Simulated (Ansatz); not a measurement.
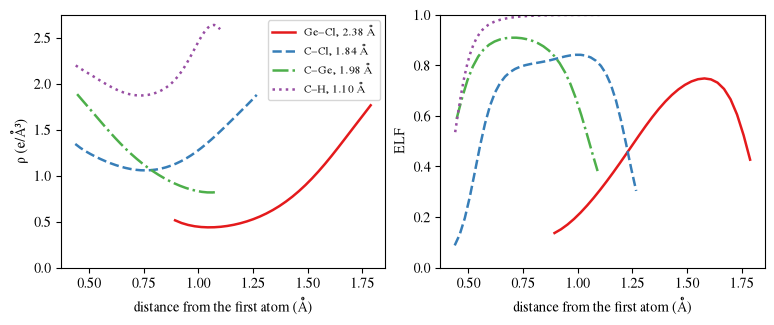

CH$_{2}$ClGe (charge +1). Total electron density and ELF along straight lines between neighbouring atoms. The curves leave out the atomic cores.

Geometry: PBE0-D3(BJ)/def2-SVP.

The calculation used isolated molecule in a Gaussian basis; Kohn-Sham density functional theory, functional PBE0 (Ansatz).

```xyz
5

C    -0.7374   -2.0222    0.1209
Cl   -1.1896   -1.5296   -1.5964
Ge    0.3576   -3.2407   -0.9967
H    -0.2710   -1.1675    0.6318
H    -1.6328   -2.3966    0.6378
```

What can be read from the curves?

Answer. Ge–Cl (2.38 Å): ρ at the midpoint is about 0.48 e/Å³; the ELF peaks at about 0.75 in the valence shell of Cl, 0.8 Å from its nucleus, and is about 0.40 at the midpoint.
C–Cl (1.84 Å): the density is about 1.2 e/Å³ at the midpoint; the ELF peaks at about 0.85 between the atoms (localised, covalent bonding).
C–Ge (1.98 Å): ρ is about 0.83 e/Å³ halfway; the ELF peaks at about 0.90 in the valence shell of C, 0.7 Å from its nucleus, and is about 0.65 at the midpoint.
C–H (1.10 Å): the density is about 2 e/Å³ at the midpoint; the ELF climbs to about 1 towards the hydrogen, as it does in any bond to H; a covalent bond by its length.
